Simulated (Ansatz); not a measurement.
**BCl3···HBr: density, localisation and related maps**

```yaml
atoms:
  - { symbol: B, position_ang: [-0.6179, -0.2993, -0.7556] }
  - { symbol: Cl, position_ang: [0.7023, 0.7159, -1.4924] }
  - { symbol: Cl, position_ang: [-0.4020, -2.0153, -0.6641] }
  - { symbol: Cl, position_ang: [-2.0921, 0.4686, -0.2694] }
  - { symbol: H, position_ang: [1.5278, 0.8653, 1.0011] }
  - { symbol: Br, position_ang: [0.8820, 0.2647, 2.1803] }
```

Not at a stationary point (largest force 1.2 eV/Å).

The calculation used RKS CAM-B3LYP-D4/def2-SVP in Ansatz.

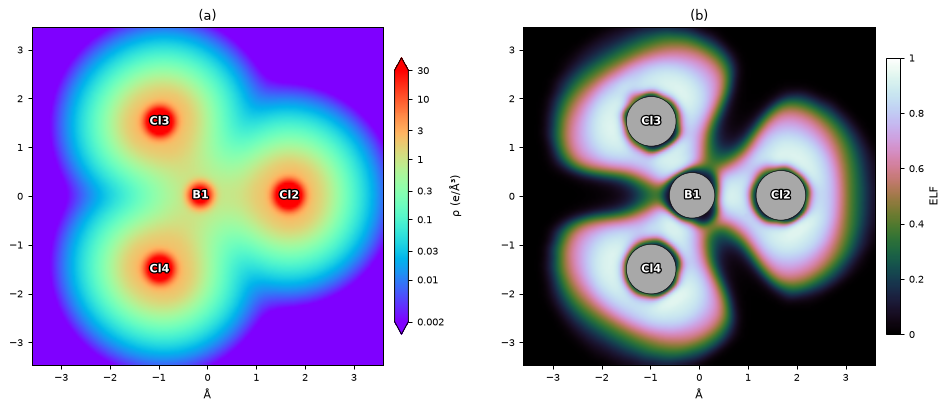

Figure 1. (a) total electron density; (b) ELF on the plane of atoms Cl2, B1 and Cl3. Grey discs cover the atomic cores in the ELF map.

What does the map show?

Atoms in the plane: B and Cl.
B–Cl (1.73 Å): the density is about 1.4 e/Å³ at the midpoint; the ELF peaks at about 0.90 between the atoms, as expected for a shared but strongly polarised pair.
B–Cl (1.82 Å): ρ at the midpoint is about 1.2 e/Å³; the ELF peaks at about 0.90 between the atoms (a shared but strongly polarised pair).
The ELF also peaks beside Cl4, Cl2 and Cl3, away from the bonds: lone-pair regions.

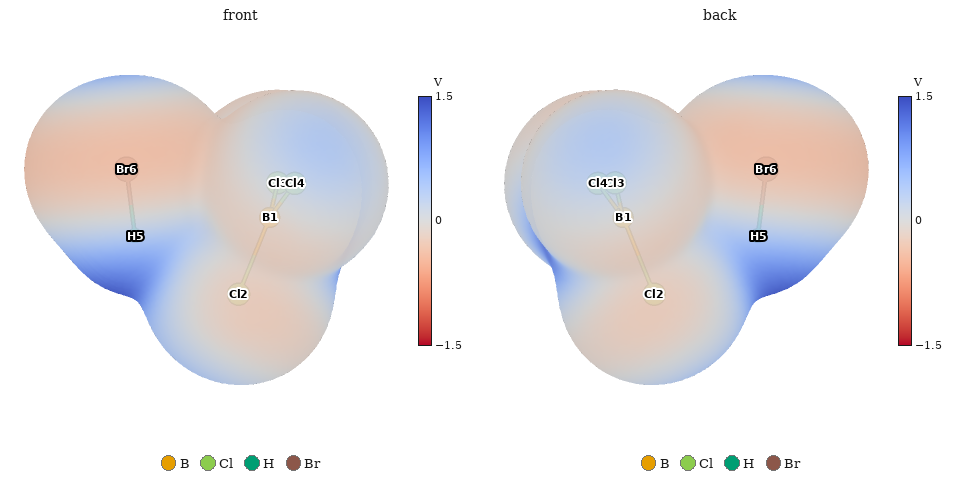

Figure 2. The electrostatic potential painted on the density surface at 0.001 e/bohr³, seen from the front and from behind; the colour scale runs from red (negative) to blue (positive).

Which sites attract a positive test charge, and which a negative one?

A positive charge is drawn to the negative regions and a negative charge to the positive ones. The most negative region (about −0.4 V) lies over Br6, the most positive (about +1.3 V) over H5. Cl3 shows a σ-hole: about +0.4 V at the tip opposite its bond, against about −0.1 V on its flanks. Cl4 shows a σ-hole: about +0.4 V at the tip opposite its bond, against about −0.1 V on its flanks. Br6 shows a σ-hole: about +0.6 V at the tip opposite its bond, against about −0.3 V on its flanks.
